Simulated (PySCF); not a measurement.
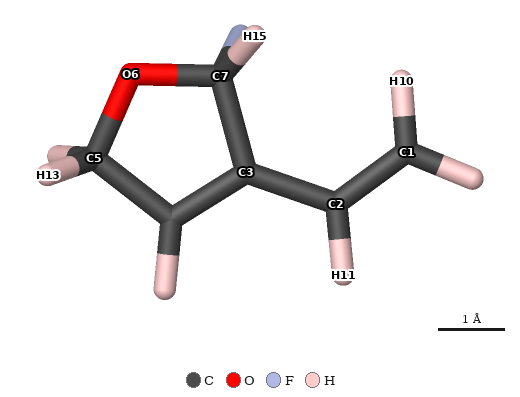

Figure 1. The structure (stick view, seen at a tilt; atoms are numbered from 1 in the order of the input).

**Excited-state calculation of C₆H₇FO**

C₆H₇FO, SMILES C=CC1=CCO[C@@H]1F, computed with TDDFT PBE0/def2-SVPD, vertical, gas phase, core orbitals frozen in the response (PySCF 2.14.0).

The geometry comes from this level: GFN2-xTB.

Input file:
```
{"job": {"kind": "uv", "xc": "PBE0", "basis": "def2-SVPD", "nstates": 6, "ntriplets": 2}, "charge": 0, "multiplicity": 1}
C     -2.508472     0.130778    -0.245524
C     -1.537360    -0.625241     0.255880
C     -0.135406    -0.288763     0.216495
C      0.894398    -0.929147     0.776983
C      2.165475    -0.203735     0.484802
O      1.793072     0.812208    -0.444270
C      0.425091     0.950112    -0.449514
F      0.057067     2.073194     0.297213
H     -3.541043    -0.165216    -0.178505
H     -2.307895     1.075649    -0.720803
H     -1.765551    -1.563024     0.745506
H      0.867624    -1.827503     1.363425
H      2.924107    -0.832637     0.008833
H      2.597126     0.243310     1.390903
H      0.067351     1.158006    -1.465785
```

The first line tells a small driver script what to run in PySCF; the rest is the geometry in Å.

Launch command:
```bash
OMP_NUM_THREADS=1 python <driver script> task.json out
```

The program's output:
```
coarse grid: 13032 points
cycle   1  E = -406.9891875285  dE =  1.227e+00  |g| = 6.729e-01  |ddm| = 7.290e+00
cycle   2  E = -406.9156286797  dE =  7.356e-02  |g| = 9.509e-01  |ddm| = 2.180e+00
cycle   3  E = -407.0765318192  dE = -1.609e-01  |g| = 8.570e-02  |ddm| = 1.212e+00
cycle   4  E = -407.0778429242  dE = -1.311e-03  |g| = 3.947e-02  |ddm| = 2.810e-01
cycle   5  E = -407.0782022609  dE = -3.593e-04  |g| = 1.503e-02  |ddm| = 1.210e-01
cycle   6  E = -407.0782603941  dE = -5.813e-05  |g| = 3.769e-03  |ddm| = 3.381e-02
cycle   7  E = -407.0782639673  dE = -3.573e-06  |g| = 6.889e-04  |ddm| = 8.069e-03
final grid: 127664 points
cycle   8  E = -407.1437216594  dE = -3.746e-05  |g| = 1.045e-02  |ddm| = 1.811e-01
cycle   9  E = -407.1437015562  dE =  2.010e-05  |g| = 1.488e-02  |ddm| = 4.397e-02
cycle  10  E = -407.1437441835  dE = -4.263e-05  |g| = 1.360e-03  |ddm| = 2.291e-02
cycle  11  E = -407.1437446033  dE = -4.198e-07  |g| = 2.886e-04  |ddm| = 3.035e-03
cycle  12  E = -407.1437446177  dE = -1.443e-08  |g| = 1.414e-04  |ddm| = 7.938e-04
cycle  13  E = -407.1437446222  dE = -4.477e-09  |g| = 2.611e-05  |ddm| = 3.595e-04
cycle  14  E = -407.1437446223  dE = -1.480e-10  |g| = 9.283e-06  |ddm| = 8.328e-05
```

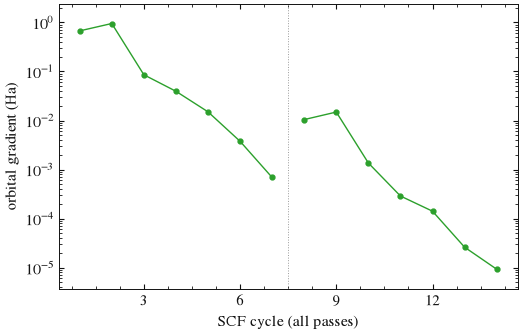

Figure 2. Convergence of the self-consistent field: orbital gradient against the SCF cycle. The dotted line marks the change from a coarse to the final integration grid. The first 7 cycles use a coarse grid, the final grid takes over at cycle 8, and the field converges after 14 cycles in all.

```
converged SCF energy = -407.1437446223

Static polarisability (au): isotropic 77.374, principal 52.470 67.398 112.256

Singlet excitations
state   eV       nm        f      main configurations
  1   5.6552    219.2   0.60193   H->L 0.93
  2   6.2177    199.4   0.02461   H-1->L 0.94
  3   6.6793    185.6   0.00717   H-2->L 0.84, H->L+1 0.12
  4   6.7216    184.5   0.00295   H->L+1 0.82, H-2->L 0.11
  5   6.9291    178.9   0.00218   H->L+2 0.66, H-3->L 0.30
  6   7.2516    171.0   0.00344   H->L+3 0.91

Triplet excitations (Tamm-Dancoff, eV): 3.1476 5.0592
```

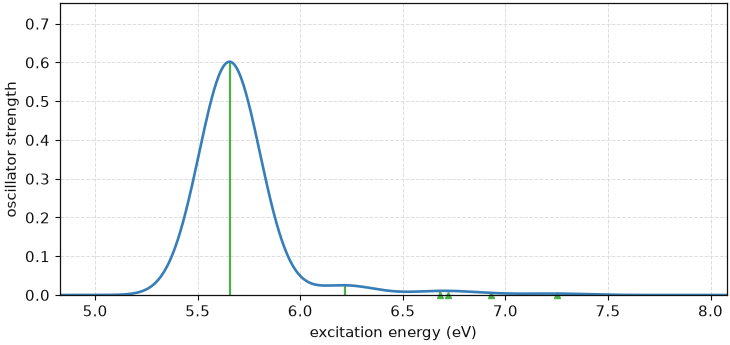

Figure 3. Computed excitations as sticks (degenerate states added up, dark ones marked on the axis), with a Gaussian envelope of 0.35 eV full width at half maximum, scaled to the tallest. Of the 6 states the lowest lies at 5.66 eV (f = 0.602); the strongest line is at 5.66 eV, or 219 nm (f = 0.602).

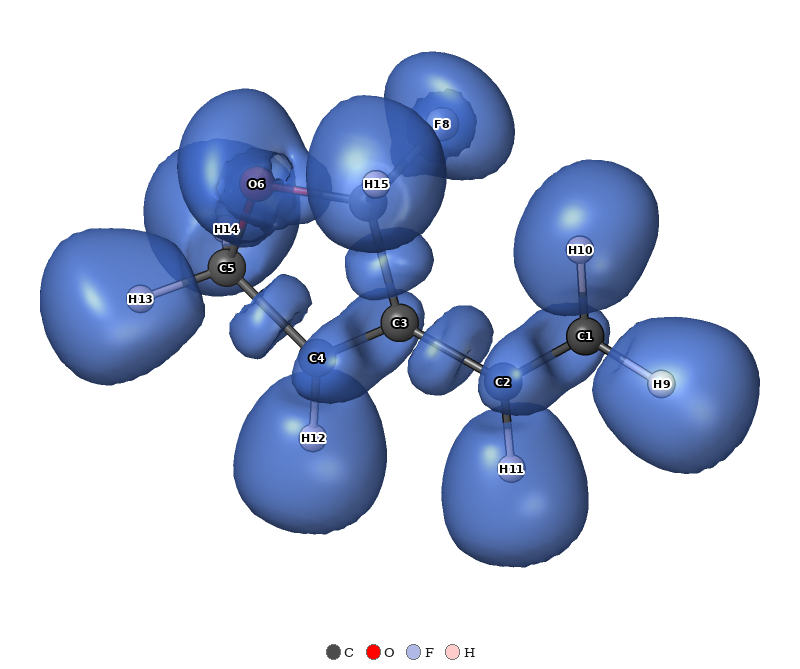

Figure 4. Isosurface of the electron localisation function at 0.75 (blue), seen at a tilt. Core shells and regions of very low density are left out. Values along the shortest contacts: C–C (1.33 Å): the ELF peaks at about 0.95 between the atoms (a multiple bond by its length, whose ELF region spreads away from the axis). C–O (1.37 Å): the ELF peaks at about 0.90 between the atoms, which marks a polar covalent bond.

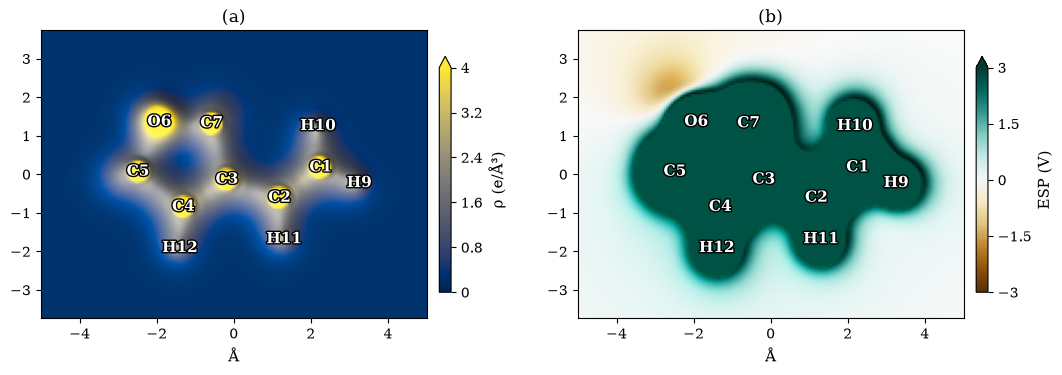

Figure 5. (a) total electron density; (b) molecular electrostatic potential on the plane of atoms C2, C3 and C7. The plane passes through C, O and H nuclei. C–C (1.33 Å): ρ at the midpoint is about 2.3 e/Å³. C–O (1.37 Å): ρ is about 2.3 e/Å³ halfway, with its minimum of 1.9 e/Å³ about 0.5 Å from C. C–O (1.43 Å): ρ is about 2 e/Å³ halfway, with its minimum of 1.7 e/Å³ about 0.5 Å from C. C–C (1.44 Å): ρ at the midpoint is about 1.9 e/Å³.

Key numbers:

- outcome: converged
- total energy: −407.143745 hartree
- HOMO: −7.08 eV
- LUMO: −1.23 eV
- dipole moment: 2.77 D
- mean polarisability: 77.37 a.u.
- lowest singlet excitation: 5.66 eV
- hardware: 1 CPU thread, shared host
- wall time: 1.8 min
- peak memory: 0.85 GiB
